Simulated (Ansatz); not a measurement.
CH5GeO (charge +1)

Input

```
crystal:
  periodic: [false, false, false]
  atoms:
    - {symbol: O, position_ang: [0.111441, -1.281244, 0.636893]}
    - {symbol: C, position_ang: [0.082721, 1.570567, -0.393072]}
    - {symbol: Ge, position_ang: [-0.752669, 0.044571, -0.544011]}
    - {symbol: H, position_ang: [-1.574251, -0.909959, -1.371316]}
    - {symbol: H, position_ang: [-0.322622, 2.427215, -0.920128]}
    - {symbol: H, position_ang: [0.687641, -1.001827, 1.363028]}
    - {symbol: H, position_ang: [0.343958, -2.177270, 0.353335]}
    - {symbol: H, position_ang: [0.820955, 1.745330, 0.379640]}
basis:
  gaussian: {orbitals: def2-TZVPP}
total_charge: 1
hamiltonian: {xc: pbe0, dispersion: d4}
output: {orbitals: {seedname: orbitals}}
```

Command:

```sh
ansatz run in.yaml --threads 2 --pin off --events-out ev --progress --plain --max-ram 4352MiB
```

Geometry: PBE0-D4/def2-TZVP.

The calculation used RKS PBE0-D4/def2-TZVPP in Ansatz.

### What can the converged electron density and electron localisation function tell about the bonding?

C–Ge (1.75 Å): ρ is about 1.2 e/Å³ halfway; the ELF peaks at about 0.85 in the valence shell of C, 0.7 Å from its nucleus, and is about 0.45 at the midpoint.
Ge–O (1.97 Å): the density is about 0.59 e/Å³ at the midpoint; the ELF peaks at about 0.90 in the valence shell of O, 0.6 Å from its nucleus, and is about 0.30 at the midpoint.
O–H (0.97 Å): ρ is about 3.9 e/Å³ halfway; the ELF climbs to about 1 towards the hydrogen, as it does in any bond to H (an ordinary covalent bond to hydrogen).
C–H (1.08 Å): ρ at the midpoint is about 2 e/Å³; the ELF climbs to about 1 towards the hydrogen: an ordinary covalent bond to hydrogen.

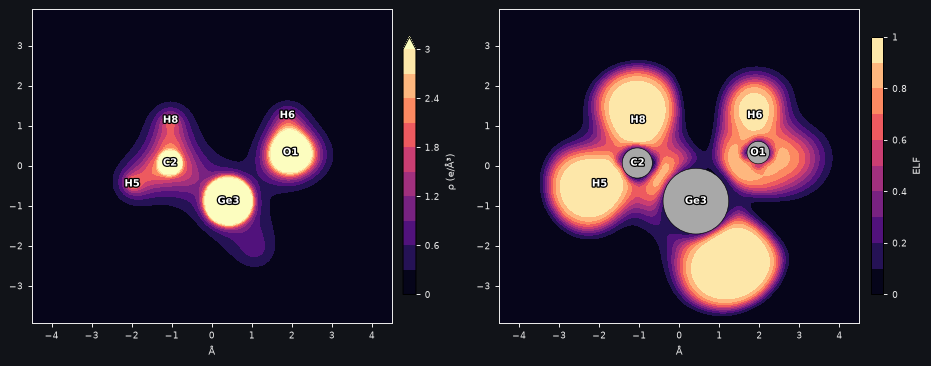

Computed electron density and electron localisation function on the plane of atoms O1, Ge3 and C2, in this order. Grey discs cover the atomic cores in the ELF map. 
